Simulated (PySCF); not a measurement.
SMILES C=Cc1ccc(O)cc1, GFN2-xTB optimised geometry. Atoms within 1.6 Å of the plane z = 0.0 Å (x, y, z in Å): C1 (-1.01, -2.97, -0.06), C2 (-1.46, -1.72, 0.00), C3 (-0.66, -0.50, 0.00), C4 (-1.31, 0.73, 0.00), C5 (-0.60, 1.92, 0.00), C6 (0.79, 1.90, 0.00), O7 (1.53, 3.04, 0.00), C8 (1.45, 0.67, 0.00), C9 (0.74, -0.50, 0.00), H10 (0.04, -3.21, -0.10), H11 (-1.69, -3.81, -0.06), H12 (-2.53, -1.55, 0.04), H13 (-2.39, 0.76, 0.00), H14 (-1.13, 2.86, 0.00), H15 (0.95, 3.81, 0.00), H16 (2.53, 0.67, 0.00), H17 (1.27, -1.44, 0.00).

Method: PBE/def2-SVP (PySCF). Cells within 0.4 Å of a nucleus heavier than hydrogen are left out (blank, or x).

Map of the log10 of the electron density (e/bohr³), floored at −4 on the plane z = 0.0 Å:

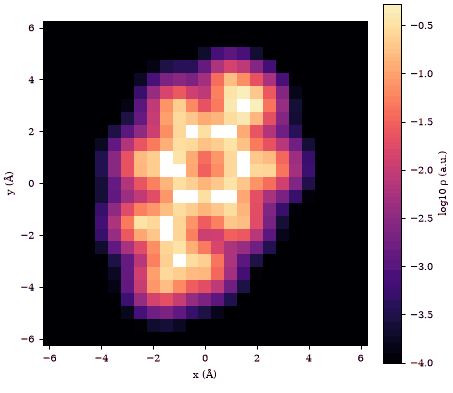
Log10 of the electron density (e/bohr³), floored at −4 on the plane z = 0.0 Å.
